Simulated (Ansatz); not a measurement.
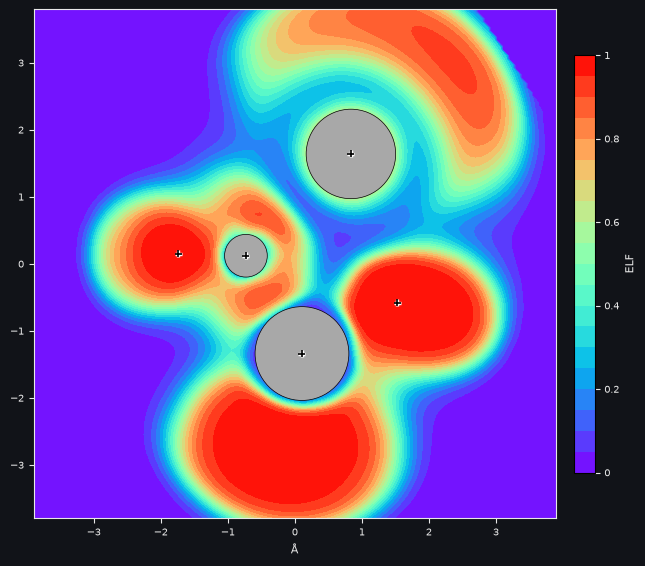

The electron localisation function on a plane through atoms (crosses mark nuclei in the plane; grey discs cover the cores).

Method: isolated molecule in a Gaussian basis; Kohn-Sham density functional theory, functional PBE0 in Ansatz.

Candidates:
A. FH6NSi3 (SMILES F[Si-]=[N+]([SiH3])[SiH3])
B. H2InNSi (SMILES [NH]1[SiH-][In+]1)
C. Cl2H3Si2 (SMILES [SiH3][Si](Cl)Cl) (doublet)

Q: Which candidate gave the map?

A: Candidate B: H2InNSi on the molecular plane, which holds In, N, Si and H. Si–N (1.68 Å): the ELF peaks at about 0.90 between the atoms (a shared but strongly polarised pair). In–N (2.18 Å): the ELF peaks at about 0.90 in the valence shell of N, 0.6 Å from its nucleus, and drops to about 0.15 between the two atoms.
